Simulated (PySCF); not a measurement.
Consider HCl (charge +1, doublet).

```xyz
2

H     0.0000    0.0000   -1.2966
Cl    0.0000    0.0000    0.0374
```

These are results of PBE0/aug-pcseg-1, non-relativistic, at a bond length of 1.334 Å in PySCF, not measurements.

> Predict the electron density, electron localisation function and spin density between the atoms.

Cl–H (1.33 Å): ρ at the midpoint is about 1.9 e/Å³; the ELF climbs to about 1 towards the hydrogen, as it does in any bond to H; an ordinary covalent bond to hydrogen.
The unpaired spin (1 electron) lies mostly on Cl2 (about 1.0), in electrons by Hirshfeld's partition.

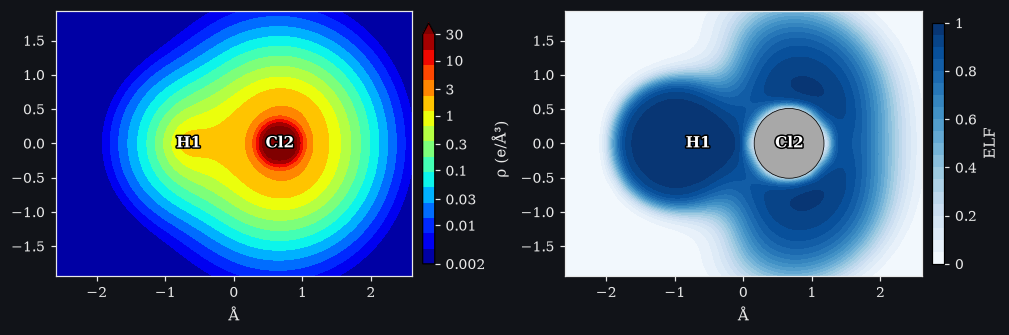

Computed electron density and electron localisation function on a plane that holds the molecular axis, in this order. Grey discs cover the atomic cores in the ELF map. 
